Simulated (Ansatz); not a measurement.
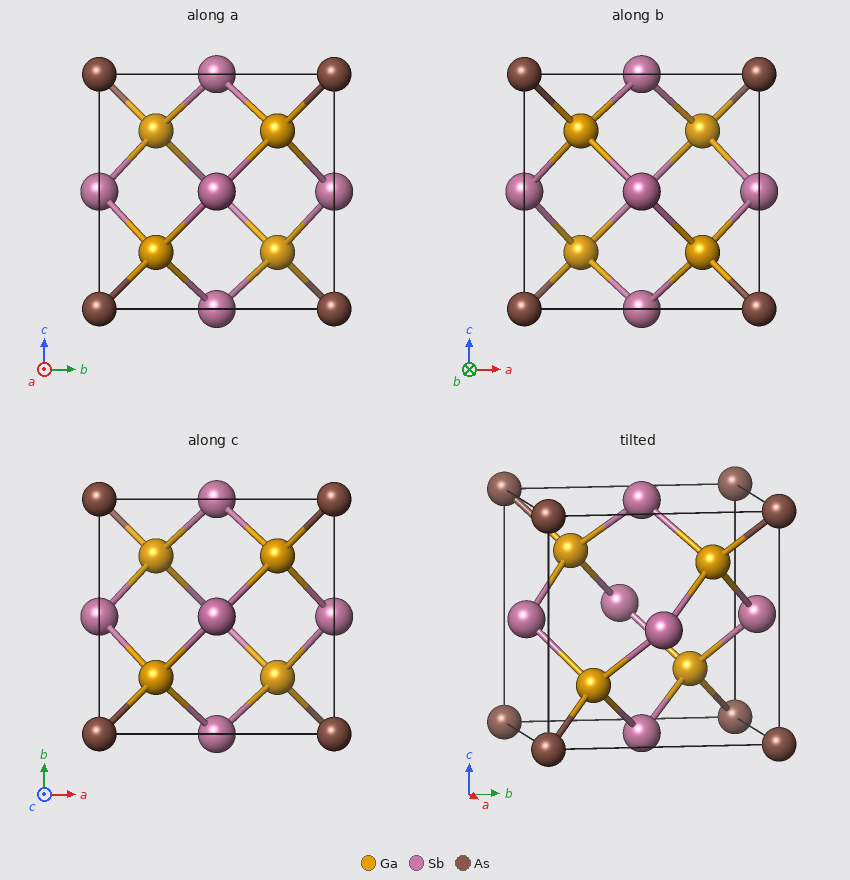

Crystal structure, ball-and-stick style, seen along the a axis, along the b axis, along the c axis and slightly off an axis. The conventional unit cell is drawn as a box.

Lattice parameters: a = 6.099 Å, b = 6.099 Å, c = 6.099 Å, α = 90.00°, β = 90.00°, γ = 90.00°. Put a along x and b in the xy plane.

Question: Record the structure as a POSCAR file, with free fractional coordinates to two decimals.

Answer:
```
Ga Sb As
1.0
     6.099    0.000    0.000
     0.000    6.099    0.000
     0.000    0.000    6.099
Ga Sb As
4 3 1
Direct
  0.76 0.76 0.76
  0.76 0.24 0.24
  0.24 0.76 0.24
  0.24 0.24 0.76
  0.50 0.50 0.00
  0.50 0.00 0.50
  0.00 0.50 0.50
  0.00 0.00 0.00
```

It goes back to a structure type filled with these elements by a generator (whether the compound takes this form wasn't checked). Relaxation method: Ansatz 0.2.0, DFT PBE, scalar-relativistic, plane waves, PAW.
